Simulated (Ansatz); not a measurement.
# CH4BrFOSi: ladder of methods at one geometry, by script

How do the methods compare on CH4BrFOSi, in result and in cost? Wanted for CH4BrFOSi: a ladder of methods at one geometry. SMILES: FCO[SiH2]Br.

All numbers are computed with the Python package of Ansatz 0.2.0. The levels of theory stand in the script.

## Step 1: The system

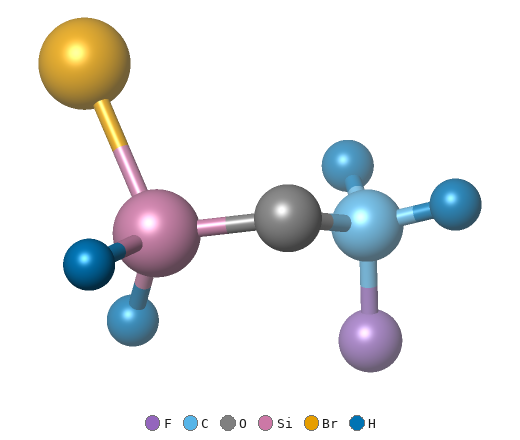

The starting structure, viewed from a chosen angle; fluorine purple, carbon blue, oxygen grey, silicon pink, bromine amber, hydrogen blue.

ch4brfosi.xyz, read by the script:

```xyz
9

F     1.62740   -1.19450   -0.33470
C     1.29350    0.17510   -0.32890
O     0.32750    0.41710    0.68720
Si   -1.10120   -0.16390    0.49250
Br   -2.28600    1.22120   -0.82400
H     2.22120    0.73090   -0.09780
H     0.97040    0.49590   -1.31270
H    -1.11090   -1.49340   -0.15110
H    -1.85340   -0.23460    1.85240
```

## Step 2: The script

The input, methods_ch4brfosi.py:

```python
"""One geometry of CH4BrFOSi, method by method."""

from pathlib import Path

import ansatz as az
import numpy as np

params = {
    "basis": "def2-SVP",
}

geometry = az.Crystal.molecule_from_extxyz("ch4brfosi.xyz")

model = geometry.calculation().basis(gaussian=params["basis"])

print("functional    E (Ha)        dipole (D)   HOMO (eV)  LUMO (eV)")
for name in ["r2scan0", "pbe0", "b3lyp", "lda"]:
    rep = model.functional(name).forces().orbitals().run(threads=1, pin="off", runs_dir="runs").report
    lines = Path(rep["orbitals_path"]).read_text().splitlines()
    field_of = lambda key: [line.split("=")[1].strip() for line in lines if line.startswith(key)]
    orbitals = [(27.211386 * float(e), s, float(n)) for e, s, n in zip(field_of("Ene="), field_of("Spin="), field_of("Occup="))]
    homo = max(e for e, _, n in orbitals if n > 0.5)
    lumo = min(e for e, _, n in orbitals if n < 0.5)
    dipole = 4.803205 * np.linalg.norm(rep["charge_distribution"]["dipole_moment_e_ang"])
    print(f"{name:10s} {rep['free_energy_ev'] / 27.211386246:14.6f} {dipole:9.3f} {homo:11.3f} {lumo:10.3f}")
```

## Step 3: Launch

Run with:

```console
$ python methods_ch4brfosi.py
```

The log of the run:

```text
functional    E (Ha)        dipole (D)   HOMO (eV)  LUMO (eV)
r2scan0      -3078.543781     1.367      -8.503      0.718
pbe0         -3078.072948     1.324      -8.251      0.550
b3lyp        -3078.760481     1.312      -7.927      0.389
lda          -3072.442178     1.272      -6.981     -0.636
```

Run time: 27 s. Hardware: 1 thread of Arm Neoverse V2, shared host; peak memory 0.34 GiB.

## Step 4: The engine's runs

The 4 runs, in the order started:

```csv
run,functional,energy (eV),SCF cycles,CPU time (s)
1,r2scan0,-83771.4439,17,11
2,pbe0,-83758.6319,17,6.3
3,b3lyp,-83777.3406,17,6.6
4,lda,-83605.4108,18,2.5
```

Totals under unlike functionals or potentials can't be compared directly.

The fields below are those of run 1.

## Step 5: Pictures from the orbitals

Orbitals, density, ELF and potential are computed afterwards from the orbital file.

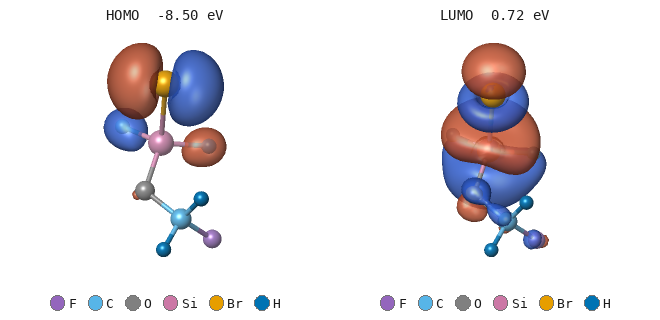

r2SCAN0/def2-SVP orbitals near the gap, drawn at the value that encloses 70 % of each; the two colours are the two signs.

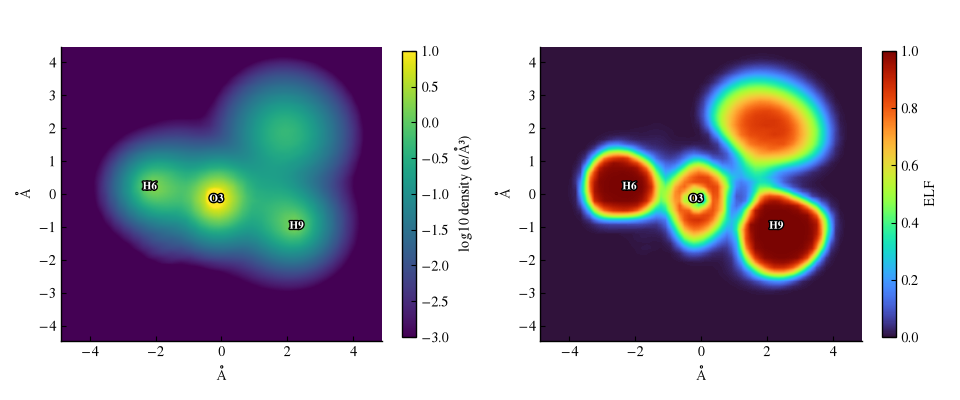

Density (left) and ELF (right) in a plane through or near 3 of the atoms.

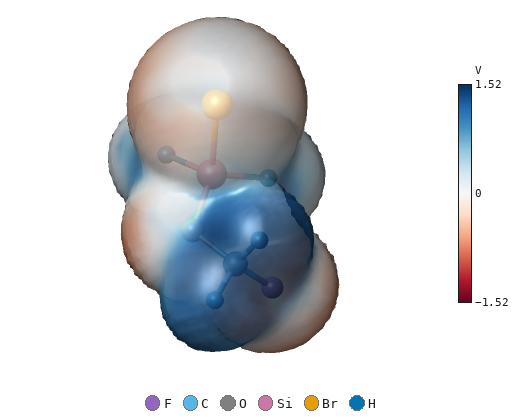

The potential that a unit positive charge feels on the 0.002 e/bohr³ surface, from -0.72 V near F1 to 1.52 V near H7.

## Step 6: What came out

```
                                          quantity    value
                                     runs compared        4
HOMO-LUMO gap of the mean field (r2SCAN0/def2-SVP)  9.22 eV
```

In words: All 4 runs converged, in 17 to 18 cycles. What to keep in mind:
- The geometry is a force-field or estimated start, not a minimum of this method, and the basis set is short of its limit. A lower total doesn't mark the better method: functionals have no common bound, and MP2 and coupled cluster aren't variational.
- b3lyp holds the VWN-RPA fit, as in Gaussian; the form of ORCA and Turbomole is b3lyp5.
- Levels such as HOMO and LUMO are orbital energies: with these approximate functionals they aren't the ionisation energy and electron affinity, and their gap isn't the fundamental gap.
